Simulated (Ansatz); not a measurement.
A series of calculations on AlNH₅Cl

## 1. Relaxation

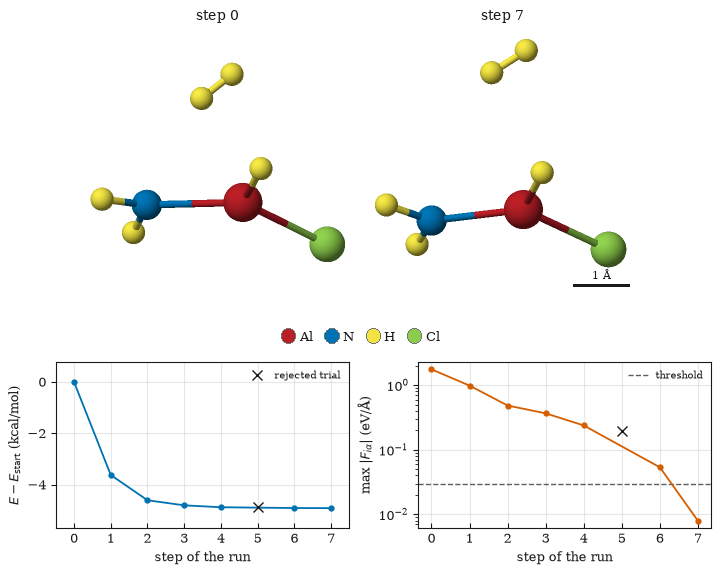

First and last geometry of a relaxation of AlNH5Cl, with the history of the run. The picture is a ball-and-stick view, seen at a tilt.

The run prepares an end point of a later path (reaction) calculation, from a guessed geometry.

Level of theory: RKS PBE0-D4/6-31G* in Ansatz. Settings: no spin polarisation; force threshold 0.03 eV/Å; at most 50 steps.

Question: What do the curves and the structures tell?

Answer: It converged. An H atom moves most after the best rigid fit: 0.52 Å. By element the largest moves are H 0.52 Å, N 0.31 Å, Al 0.16 Å, Cl 0.12 Å. Among the contacts that change: Al–N 1.861 → 1.767 Å, H–H 0.715 → 0.745 Å, Al–Cl 2.102 → 2.109 Å. Among the angles between lasting bonds that change: Al–N–H 122.2° → 124.9°. The energy falls by 4.92 kcal/mol in 6 accepted moves (7 points after the start). The largest force component goes from 1.8 to 0.008 eV/Å. The line search rejected the trial step at point 5 of the run. Cost: 22 s on 1 thread of Arm Neoverse V1, on a shared host, peak memory 0.13 GiB.

Limits of the set-up: the start holds two separate molecules, 2.3 Å apart at their closest, whose relative position is a soft coordinate.

## 2. Relaxation

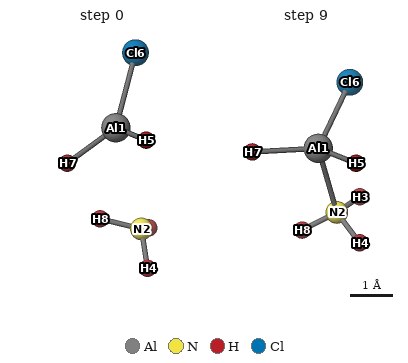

The structure of AlNH5Cl before (left) and after (right) a relaxation, at one scale.

A ball-and-stick model, seen from a free direction.

The run prepares an end point of a later path (reaction) calculation, from a guessed geometry.

The calculation used Ansatz 0.2.0, RKS PBE0-D4/6-31G*. Settings: no spin polarisation; force threshold 0.03 eV/Å; at most 50 steps.

Describe what moved and what it gained.

The energy falls by 124.6 kJ/mol in 8 accepted moves (9 points after the start). Largest force component: 0.9 eV/Å at the start, 0.027 eV/Å at the end. The line search rejected the trial step at point 7 of the run. The atom that moves furthest after the best rigid fit is Cl6 (0.93 Å). By element the largest moves are Cl 0.93 Å, H 0.90 Å, Al 0.57 Å, N 0.51 Å. Some distances before and after: Al1–N2 3.099 → 2.064 Å, Al1–Cl6 2.112 → 2.160 Å, Al1–H7 1.571 → 1.597 Å, N2–H8 1.037 → 1.019 Å. New bonds form, among them: Al1–N2 (3.10 → 2.06 Å). Bond angles that change, for instance: H5–Al1–H7 125.1° → 121.7°, H5–Al1–Cl6 117.4° → 114.8°.

## 3. Path

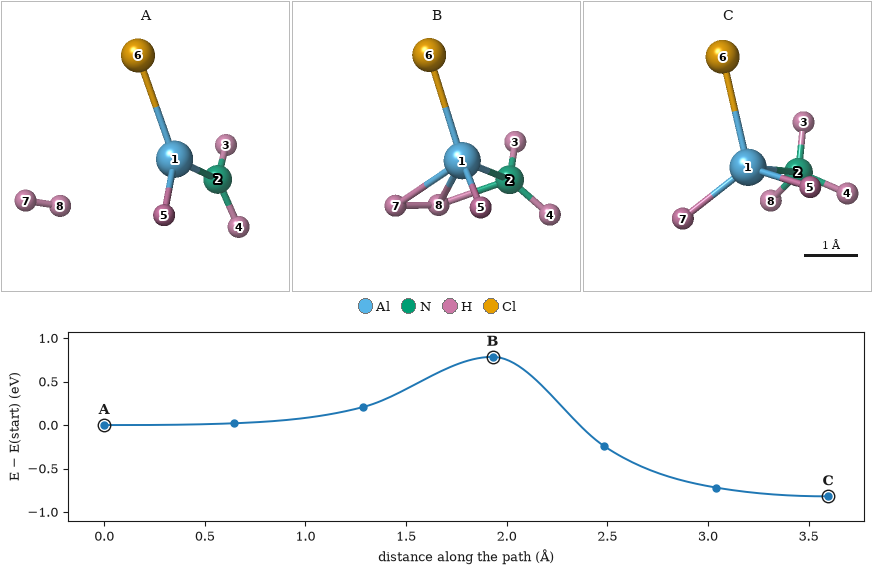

A search for the minimum-energy path of AlNH₅Cl, made up at the start of AlNH3Cl and H2 by the nudged elastic band. Images are numbered from 0 (start) to 6 (end). Frames A to C are images 0, 3, 6. A ball-and-stick model, seen from a free direction.

All numbers below come from Ansatz, RKS PBE0-D4/6-31G*. Settings: 5 movable images; climbing image; force threshold 0.03 eV/Å; iteration limit 60; starting path through a guess of the saddle point.

> Describe the mechanism and the energy profile.

Breaking: H7–H8 (0.75 → 0.99 at the top → 2.84 Å). Forming: Al1–H7 (3.31 → 1.82 at the top → 1.60 Å), N2–H8 (3.06 → 1.44 at the top → 1.02 Å). Forward barrier 0.78 eV, backward barrier 1.60 eV, with image 3 at the top; the reaction energy is −0.82 eV. The band converged in 13 iterations, with a climbing image at the top. At the top, the vibrational analysis gives one imaginary mode (1289i cm⁻¹), as a transition state must have.

Limits of the set-up: the start holds two separate molecules, 3.0 Å apart at their closest, whose relative position is a soft coordinate.

The run took 2.7 min on 1 thread of Arm Neoverse V1, with other jobs on the host, peak memory 0.12 GiB.
